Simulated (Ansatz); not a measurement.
# Fields on a plane of HfN (rock salt)

```
CELL_PARAMETERS angstrom
      0.00000     2.27394     2.27394
      2.27394     0.00000     2.27394
      2.27394     2.27394     0.00000
ATOMIC_POSITIONS crystal
  N  0.00000 0.00000 0.00000
  Hf 0.50000 0.50000 0.50000
```

The slice is a {110} plane (indices of the conventional cell) through the point (0.000, 0.000, 0.000) (fractional), spanned by u = [100] and v = [1 -1 -1] in vectors of this cell: u (3.22 Å) and v (4.55 Å, at 90° to u). It covers one period; positions are fractions (u, v).

Atoms on it: N at (0.00, 0.00); Hf at (0.00, 0.50).

Calculation: PBE (plane waves to 420 eV, PAW, scalar-relativistic; Ansatz, a first-principles code). k mesh 18×18×18. These are valence fields of a PAW run, semicore shells included where kept as valence: close to a nucleus they are smooth pseudo fields. HfN is run without spin polarisation. HfN was relaxed with its symmetry unable to fall. Spin-orbit coupling is left out, though Hf is heavy.

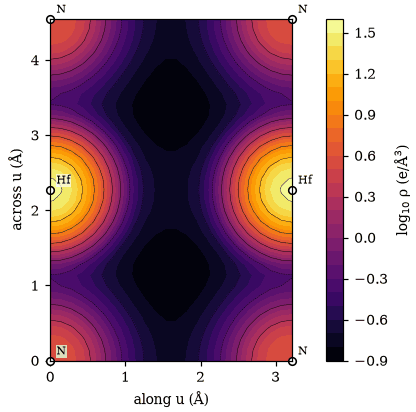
Fig. 1. Log₁₀ of the valence density in e/Å³, one period of the plane, atoms marked. The scale is logarithmic, as a density can span decades between atoms and voids.

```
|xxxxxxxxxxxxxxxx%%%%########%%%%xxxxxxxxxxxxxx|
|xxxxxxxxxxxxxx%%%%%%%%####%%%%%%%%xxxxxxxxxxxx|
|xxxxxxxxxxxxxx@@@@%%%%%%%%%%%%@@@@xxxxxxxxxxxx|
|xxxxxxxxxxxx@@@@@@@@@@%%%%@@@@@@@@@@xxxxxxxxxx|
|xxxxxxxxxxxx@@@@@@@@@@@@@@@@@@@@@@@@xxxxxxxxxx|
|xxxxxxxx##%%@@@@@@@@@@@@@@@@@@@@@@@@%%##xxxxxx|
|xx--==++**##%%@@@@@@@@@@@@@@@@@@@@%%##**++==--|
|    ..::==++**%%%%@@@@@@@@@@@@%%%%**++==::    |
|xx        ::==**##%%@@@@@@@@%%##**==::        |
|xxxxxxxx    ..==**%%@@@@@@@@%%**==..    xxxxxx|
|xxxxxxxxxxxx  ..++##%%@@@@%%##++..  xxxxxxxxxx|
|xxxxxxxxxxxx    --**##%%%%##**--    xxxxxxxxxx|
|xxxxxxxxxxxxxx  ..++##%%%%##++..  xxxxxxxxxxxx|
|xxxxxxxxxxxxxx    ==**####**==    xxxxxxxxxxxx|
|xxxxxxxxxxxxxxxx  --**####**--  xxxxxxxxxxxxxx|
|xxxxxxxxxxxxxxxx  --**####**--  xxxxxxxxxxxxxx|
|xxxxxxxxxxxxxxxx  --**####**--  xxxxxxxxxxxxxx|
|xxxxxxxxxxxxxx    ==**####**==    xxxxxxxxxxxx|
|xxxxxxxxxxxxxx  ..++##%%%%##++..  xxxxxxxxxxxx|
|xxxxxxxxxxxx    --**##%%%%##**--    xxxxxxxxxx|
|xxxxxxxxxxxx  ..++##%%@@@@%%##++..  xxxxxxxxxx|
|xxxxxxxx    ..==**%%@@@@@@@@%%**==..    xxxxxx|
|xx        ::==**##%%@@@@@@@@%%##**==::        |
|      ::==++**%%%%@@@@@@@@@@@@%%%%**++==::..  |
|xx--==++**##%%@@@@@@@@@@@@@@@@@@@@%%##**++==--|
|xxxxxxxx##%%@@@@@@@@@@@@@@@@@@@@@@@@%%##xxxxxx|
|xxxxxxxxxxxx@@@@@@@@@@@@@@@@@@@@@@@@xxxxxxxxxx|
|xxxxxxxxxxxx@@@@@@@@@@%%%%@@@@@@@@@@xxxxxxxxxx|
|xxxxxxxxxxxxxx@@@@%%%%%%%%%%%%@@@@xxxxxxxxxxxx|
|xxxxxxxxxxxxxx%%%%%%%%####%%%%%%%%xxxxxxxxxxxx|
|xxxxxxxxxxxxxxxx%%%%########%%%%xxxxxxxxxxxxxx|
|xxxxxxxxxxxxxxxx%%%%########%%%%xxxxxxxxxxxxxx|
```
Scale: ten equal steps from 2.00 (start of ' ') to 10.69 (end of '@'), in the order ' .:-=+*#%@'. Values: electrostatic potential energy of an electron, from the cell's mean, in eV. The map has 23 points along u (two characters each, u = 0 at the left) and 32 along v (v = 0 in the bottom row). Points within 1 Å of a nucleus are blanked (x), as the pseudised field means little there. Values under 2 eV are set to 2. The zero, the cell's mean, hangs on the PAW cores.

| Quantity | Value |
|---|---|
| Density on the N–Hf line (2.27 Å) at its density minimum, 1.1 Å from N | 0.48 e/Å³ |
| ELF at that point | 0.2 |
